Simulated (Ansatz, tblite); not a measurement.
# In(NH2Me)H3 (CH₈InN): spin-state energies by level

Aim: set other spin states of In(NH2Me)H3 (CH₈InN) against its singlet, on many levels of theory.

Program: Ansatz 0.2.0, Gaussian basis. Level of theory: as each input shows. These are calculated values, not measurements.

Levels to be run: triplet, at the geometry of the singlet (GFN1-xTB, GFN2-xTB, PBE0-D4/def2-TZVP, PBE-D4/def2-TZVP, r2SCAN-D4/def2-TZVP); the singlet's energies come from earlier runs.

2 further runs of the same task are left out: 2 set aside as unsound or not needed.

### 1 The geometry

The geometry is that of the singlet, from an earlier relaxation (PBE0-D4/def2-SVP).

11 atoms, charge 0, spin multiplicity 1.

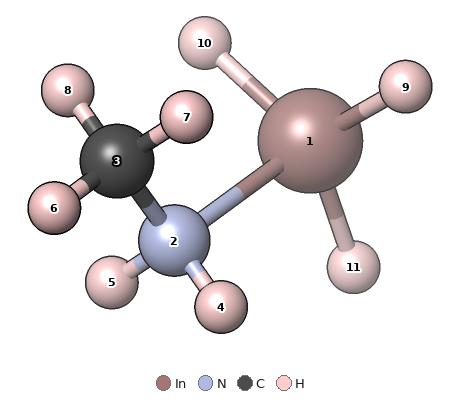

The structure; indium brown, nitrogen light blue, carbon dark grey, hydrogen pink; atoms are numbered from 1 in the order of the file.

In takes a core potential in the def2 sets. No spin-orbit coupling is included.

### 2 Triplet at the fixed geometry, GFN1-xTB

Tight binding, by tblite at 300 K electronic temperature and without a spin-polarisation term:

```python
tblite.interface.Calculator('GFN1-xTB', numbers, positions, charge=0, uhf=2).singlepoint()
```

Energy -296.5764 eV; 0.023 s.

### 3 Triplet at the fixed geometry, GFN2-xTB

Tight binding, by tblite at 300 K electronic temperature and without a spin-polarisation term:

```python
tblite.interface.Calculator('GFN2-xTB', numbers, positions, charge=0, uhf=2).singlepoint()
```

Energy -274.4276 eV; 0.012 s.

### 4 Triplet at the fixed geometry, PBE0-D4/def2-TZVP

in.yaml

```yaml
crystal:
  periodic: [false, false, false]
  atoms:
    - {symbol: In, position_ang: [-0.244883, -0.398375, -1.778864]}
    - {symbol: N, position_ang: [-0.250985, -0.427849, 0.607311]}
    - {symbol: C, position_ang: [0.428879, 0.712774, 1.215292]}
    - {symbol: H, position_ang: [0.177124, -1.305989, 0.900386]}
    - {symbol: H, position_ang: [-1.224932, -0.473555, 0.906722]}
    - {symbol: H, position_ang: [0.419887, 0.689733, 2.318010]}
    - {symbol: H, position_ang: [1.472513, 0.737444, 0.871385]}
    - {symbol: H, position_ang: [-0.051142, 1.642191, 0.877872]}
    - {symbol: H, position_ang: [1.490604, -0.400907, -1.960312]}
    - {symbol: H, position_ang: [-1.097523, 1.114655, -1.948001]}
    - {symbol: H, position_ang: [-1.119542, -1.890123, -2.009812]}
basis:
  gaussian: {orbitals: def2-TZVP}
magnetization: {spin_polarized: true, initial_magnetization: 2}
hamiltonian: {xc: pbe0, dispersion: d4}
scf: {omitted_lower_state_checks: [starts]}
output: {orbitals: {seedname: orbitals}}
```

Run with:

```
$ ansatz run in.yaml --threads 4 --pin off --events-out ev --progress --plain --max-ram 3916MiB
```

Output:

```text
Functional definition: PBE0
  name "PBE0"
  cite "Adamo & Barone, J. Chem. Phys. 110, 6158 (1999) doi:10.1063/1.478522"
  cite "Perdew, Burke & Ernzerhof, Phys. Rev. Lett. 77, 3865 (1996) doi:10.1103/PhysRevLett.77.3865"
  parent pbe
  parameter a = 0.25
  parameter kappa = 0.804
  parameter beta = 0.06672455060314922
  exchange = (1 - a)*pbe_x(kappa = kappa, mu = beta*pi^2/3) + a*exact_x
  correlation = pbe_c(beta = beta)
these checks for a lower state are left out or cut short: starts
1168 factors; their error is unknown
mean field evaluation 1: about -7813.5689 eV, gradient 4.5e1 eV
mean field evaluation 2: about -7784.0677 eV, gradient 8.2e1 eV
mean field evaluation 4: about -7822.7548 eV, gradient 6.2e0 eV
mean field evaluation 8: about -7822.9492 eV, gradient 1.3e-1 eV
mean field evaluation 16: about -7822.9871 eV, gradient 3.1e-2 eV
mean field evaluation 32: about -7822.9914 eV, gradient 2.3e-5 eV
mean field -7822.99136330 eV, -287.4896299872 hartree, gradient 3.5e-6 eV, S^2 2.010349; 0 other end points of the search recorded, 0 dependent functions left out
reference -7822.99141874 eV, -287.4896320246 hartree; 22, 20 occupied and 138, 140 virtual orbitals, 1168 factors
Total energy: -7823.14451526 eV, -287.4952582181 hartree
Checks for a lower state left out: starts
```

It took 28 s on 4 threads of Intel Xeon at 2.50GHz, shared host; peak memory 0.61 GiB.

Report: HOMO -2.27 eV, LUMO -6.25 eV (over both spins; with the spin held, an empty level of the minority spin lies below the top filled one); ⟨S²⟩ 2.010 (pure: 2.00).

### 5 Triplet at the fixed geometry, PBE-D4/def2-TZVP

start.molden holds the orbitals of an earlier run on this state, given as this run's starting guess.

in.yaml: that of step 4 with these lines changed.

```diff
@@ -15,5 +15,5 @@
 basis:
-  gaussian: {orbitals: def2-TZVP}
+  gaussian: {orbitals: def2-TZVP, initial_orbitals: start.molden}
 magnetization: {spin_polarized: true, initial_magnetization: 2}
-hamiltonian: {xc: pbe0, dispersion: d4}
+hamiltonian: {xc: pbe, dispersion: d4}
 scf: {omitted_lower_state_checks: [starts]}
```

Launched as before.

Output:

```text
Functional definition: PBE
  name "PBE"
  cite "Perdew, Burke & Ernzerhof, Phys. Rev. Lett. 77, 3865 (1996) doi:10.1103/PhysRevLett.77.3865"
  parent pbe
  parameter kappa = 0.804
  parameter beta = 0.06672455060314922
  exchange = pbe_x(kappa = kappa, mu = beta*pi^2/3)
  correlation = pbe_c(beta = beta)
these checks for a lower state are left out or cut short: starts
1075 factors; their error is unknown
mean field evaluation 1: about -7822.7419 eV, gradient 5.3e0 eV
mean field evaluation 2: about -7822.8568 eV, gradient 2.5e-1 eV
mean field evaluation 4: about -7822.8452 eV, gradient 7.1e-1 eV
mean field evaluation 8: about -7822.8490 eV, gradient 3.6e-4 eV
mean field -7822.84901078 eV, -287.4843986288 hartree, gradient 1.3e-5 eV, S^2 2.004828; 0 other end points of the search recorded, 0 dependent functions left out
reference -7822.84908442 eV, -287.4844013350 hartree; 22, 20 occupied and 138, 140 virtual orbitals, 1075 factors
Total energy: -7823.03034393 eV, -287.4910624991 hartree
Checks for a lower state left out: starts
```

It took 13 s on 4 threads of Intel Xeon at 2.50GHz, shared host.

Report: HOMO -1.79 eV, LUMO -7.07 eV (over both spins; with the spin held, an empty level of the minority spin lies below the top filled one); ⟨S²⟩ 2.005 (pure: 2.00).

### 6 Triplet at the fixed geometry, r2SCAN-D4/def2-TZVP

in.yaml: that of step 5 with these lines changed.

```diff
@@ -17,3 +17,3 @@
 magnetization: {spin_polarized: true, initial_magnetization: 2}
-hamiltonian: {xc: pbe, dispersion: d4}
+hamiltonian: {xc: r2scan, dispersion: d4}
 scf: {omitted_lower_state_checks: [starts]}
```

The command is unchanged.

Output, cut to the lines that bear on the results:

```text
Functional definition: r2SCAN
  name "r2SCAN"
  cite "Furness, Kaplan, Ning, Perdew & Sun, J. Phys. Chem. Lett. 11, 8208 (2020) doi:10.1021/acs.jpclett.0c02405"
  cite "Furness, Kaplan, Ning, Perdew & Sun, J. Phys. Chem. Lett. 11, 9248 (2020) doi:10.1021/acs.jpclett.0c03077"
  parent r2scan
[...]
1075 factors; their error is unknown
[...]
mean field -7826.66253291 eV, -287.6245429821 hartree, gradient 1.5e-6 eV, S^2 2.011246; 0 other end points of the search recorded, 0 dependent functions left out
reference -7826.66256593 eV, -287.6245441955 hartree; 22, 20 occupied and 138, 140 virtual orbitals, 1075 factors
Total energy: -7826.70716454 eV, -287.6261831640 hartree
Checks for a lower state left out: starts
```

It took 22 s on 4 threads of Intel Xeon at 2.50GHz, shared host.

From the report: HOMO -1.81 eV, LUMO -6.89 eV (over both spins; with the spin held, an empty level of the minority spin lies below the top filled one); ⟨S²⟩ 2.011 (pure: 2.00).

### 7 Triplet less singlet, vertical

The singlet's energies are those of its earlier runs, whose logs aren't repeated here.

```
              level  triplet less singlet, vertical (eV)     time
           GFN1-xTB                               +7.139  0.039 s
           GFN2-xTB                               +6.268  0.021 s
   PBE-D4/def2-TZVP                               +5.249     17 s
r2SCAN-D4/def2-TZVP                               +5.470     27 s
  PBE0-D4/def2-TZVP                               +5.592     36 s
```

Times add the two runs; a level without a time comes out of a correlated run. Tight binding without a spin term can't rank spin states.

### 8 Results

| quantity | value |
| --- | --- |
| triplet less singlet, vertical, functionals in def2-TZVP | +5.249 (PBE-D4) to +5.592 eV (PBE0-D4) |

**Reading.** All functionals put the triplet above the singlet, over a spread of 0.343 eV. The checks for a lower triplet were left out, so another state of that spin may lie lower. These are electronic energies, without zero-point motion, entropy or surroundings.
